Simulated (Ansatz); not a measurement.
**FH3OSi3: density, localisation and related maps**

```json
{"atom": "F", "x (Å)": "0.0143", "y (Å)": "-1.4234", "z (Å)": "2.5689"}
{"atom": "O", "x (Å)": "0.5318", "y (Å)": "1.0971", "z (Å)": "3.3579"}
{"atom": "Si", "x (Å)": "0.4016", "y (Å)": "0.0527", "z (Å)": "2.0134"}
{"atom": "Si", "x (Å)": "-0.3586", "y (Å)": "2.5284", "z (Å)": "3.1892"}
{"atom": "Si", "x (Å)": "-1.2907", "y (Å)": "1.4114", "z (Å)": "1.1553"}
{"atom": "H", "x (Å)": "1.7413", "y (Å)": "-0.0721", "z (Å)": "1.3754"}
{"atom": "H", "x (Å)": "-1.2466", "y (Å)": "1.8789", "z (Å)": "-0.2660"}
{"atom": "H", "x (Å)": "-2.6250", "y (Å)": "0.7849", "z (Å)": "1.4363"}
```

Geometry: r2SCAN-D4/def2-SVP.

The calculation used isolated molecule in a Gaussian basis; Kohn-Sham density functional theory, functional PBE0 (Ansatz 0.2.0).

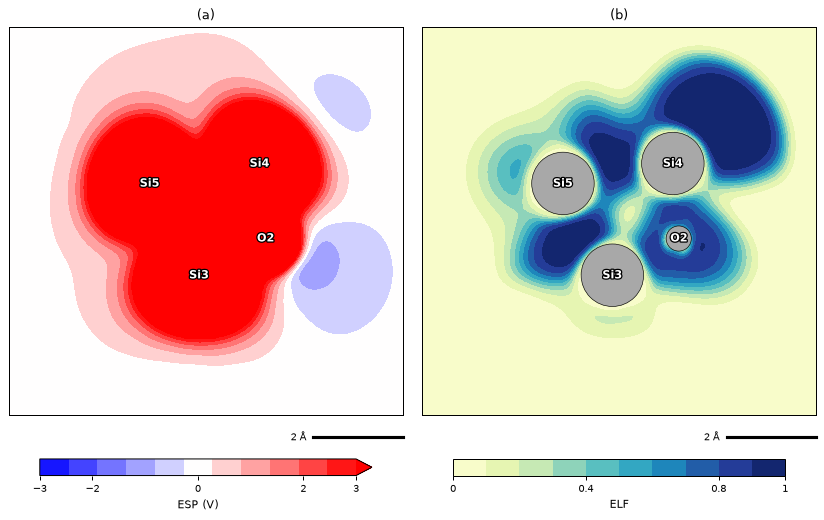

Figure 1. (a) molecular electrostatic potential; (b) electron localisation function on the plane of atoms Si3, Si5 and Si4. Grey discs cover the atomic cores in the ELF map.

Q: What do the fields say about this system?

A: Atoms in the plane: O and Si. Si–O (1.69 Å): the ELF peaks at about 0.85 between the atoms, as expected for a polar covalent bond. Si–Si (2.33 Å): the ELF peaks at about 0.95 between the atoms: localised, covalent bonding. Si–Si (2.50 Å): the ELF peaks at about 0.95 between the atoms (localised, covalent bonding). The ELF also peaks beside O2 and Si4, away from the bonds: lone-pair regions. Outside the dense part of the molecule the potential is most negative (−1.1 V) near O2.

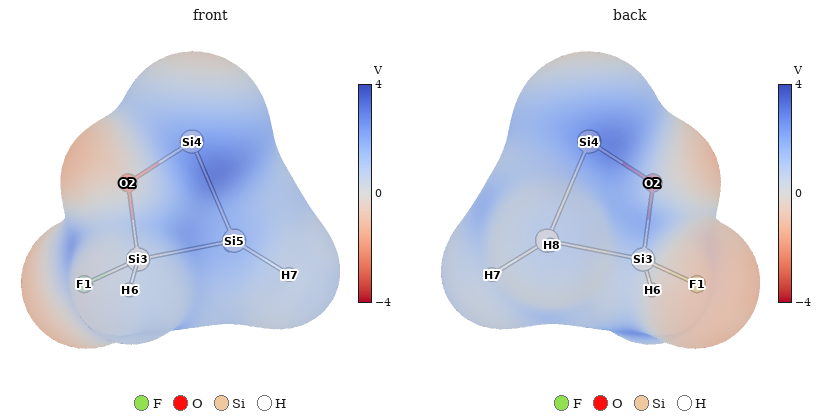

Figure 2. The molecular electrostatic potential painted on the density surface at 0.004 e/bohr³, seen from the front and from behind; the colour scale runs from red (negative) to blue (positive).

Q: Which sites attract a positive test charge, and which a negative one?

A: A positive charge is drawn to the negative regions and a negative charge to the positive ones. The most negative region (about −1.1 V) lies over O2, the most positive (about +3.1 V) over Si4. O2 is the likeliest acceptor of a hydrogen bond.

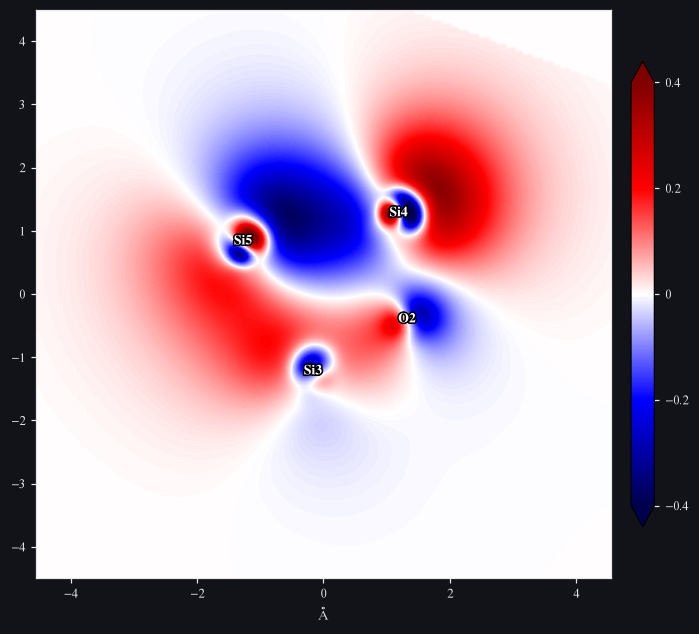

Figure 3. The HOMO on the plane of atoms Si3, Si5 and Si4 (values in Å⁻³ᐟ²; the overall sign is arbitrary).

Q: What is the character of this orbital?

A: It lies mainly on Si4 (about 50 %), Si5 (about 30 %) and Si3 (about 10 %). Its energy is −6.36 eV.
